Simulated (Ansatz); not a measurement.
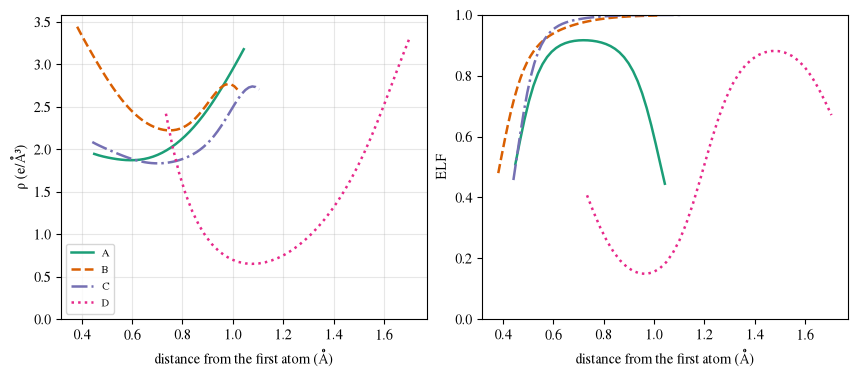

The picture shows: CH4InN (SMILES C[NH][In]). Electron density and electron localisation function along straight lines between neighbouring atoms. The curves leave out the atomic cores.

Geometry: PBE0-D3(BJ)/def2-SVP; core potentials replace the inner electrons of In.

Theory: Ansatz, isolated molecule in a Gaussian basis; Kohn-Sham density functional theory, functional PBE0.

```xyz
7

C     0.0122   -0.1040    0.6661
In    1.7910   -2.2831   -0.8511
N     0.1796   -1.0022   -0.4457
H     0.8851   -0.1573    1.3415
H    -0.0785    0.9612    0.3695
H    -0.6179   -0.9643   -1.0780
H    -0.8732   -0.3317    1.2945
```

Which curve belongs to which contact (C–H, C–N, In–N and N–H)? The first atom named is at distance zero.

Curve A: C–N (1.44 Å): the density is about 2 e/Å³ at the midpoint; the ELF peaks at about 0.90 between the atoms; a covalent bond. Curve B: N–H (1.02 Å): the density is about 2.8 e/Å³ at the midpoint; the ELF climbs to about 1 towards the hydrogen, as it does in any bond to H (an ordinary covalent bond to hydrogen). Curve C: C–H (1.10 Å): ρ is about 1.9 e/Å³ halfway; the ELF climbs to about 1 towards the hydrogen: an ordinary covalent bond to hydrogen. Curve D: In–N (2.10 Å): the density is about 0.66 e/Å³ at the midpoint; the ELF peaks at about 0.90 in the valence shell of N, 0.6 Å from its nucleus, and drops to about 0.15 between the two atoms.
